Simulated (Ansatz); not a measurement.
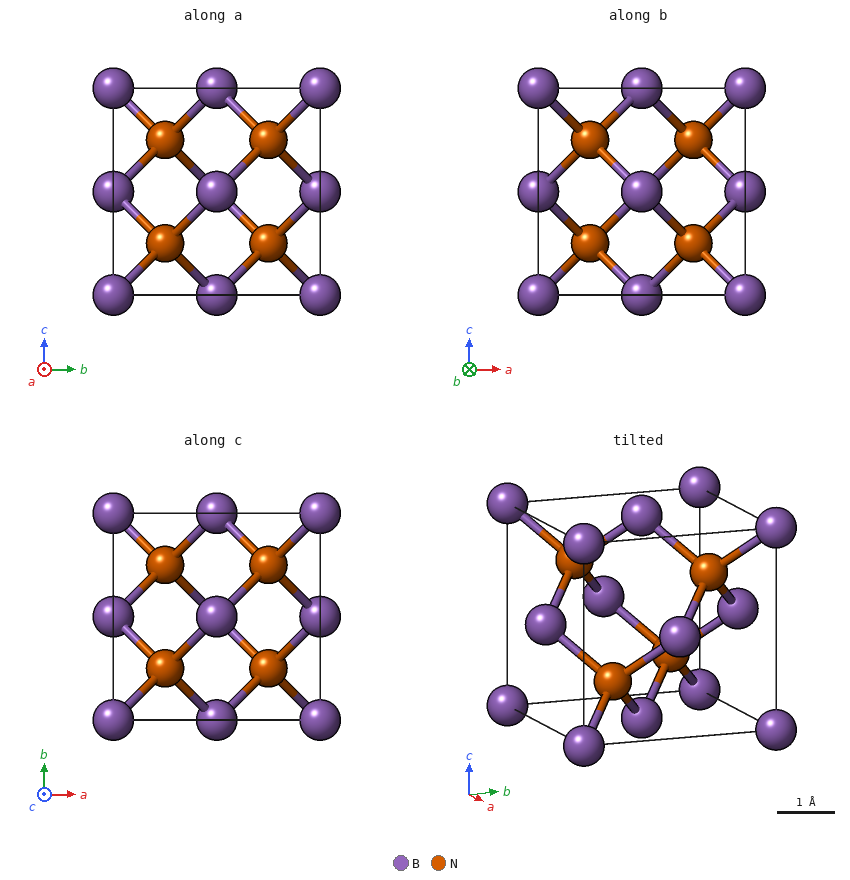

We look at a ball-and-stick model of the crystal along the a axis, along the b axis, along the c axis and slightly off an axis. The lines enclose the conventional unit cell; boundary atoms appear with their images.

Lattice parameters: a = 3.682 Å, b = 3.682 Å, c = 3.682 Å, α = 90.00°, β = 90.00°, γ = 90.00°. Put a along x and b in the xy plane.

Q: Record the structure as a POSCAR file.

A:
```
B N
1.0
     3.682    0.000    0.000
     0.000    3.682    0.000
     0.000    0.000    3.682
B N
4 4
Direct
  0.0000 0.0000 0.0000
  0.0000 0.5000 0.5000
  0.5000 0.0000 0.5000
  0.5000 0.5000 0.0000
  0.2500 0.2500 0.7500
  0.2500 0.7500 0.2500
  0.7500 0.2500 0.2500
  0.7500 0.7500 0.7500
```

Starting structure: a structure type filled with these elements by a generator (whether the compound takes this form wasn't checked). The atoms were relaxed in a fixed cell with Ansatz 0.2.0, DFT LDA, scalar-relativistic, plane waves, PAW.

At this level of theory the cell isn't at rest (stretched, at -29 GPa), so its distances can differ from those at equilibrium, the more so the softer the solid.
